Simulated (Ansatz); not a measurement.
The parent structure is ZnS in the wurtzite structure (space group P6_3mc, No. 186; a = 3.782 Å, c = 6.208 Å).

Now apply this change: a hydrostatic pressure of 30 GPa.

Method: PBEsol (Ansatz, a program for electronic structure, PAW, scalar-relativistic without spin-orbit coupling), earlier PAW set.

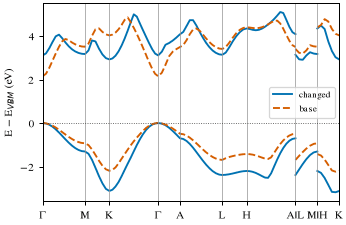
Highest valence and lowest conduction band along the path, each from its own valence-band maximum

The gap is 2.91 eV, indirect, Γ → L–M (33 % along); the base has 2.15 eV.

Load acts through the strain it causes; cell and atoms are relaxed under it. No phonon test of stability was made. Tetrahedral semiconductors of this kind turn to denser phases somewhere between about 1 and 50 GPa; those were not computed, so compressed cells here can lie past the real transition.
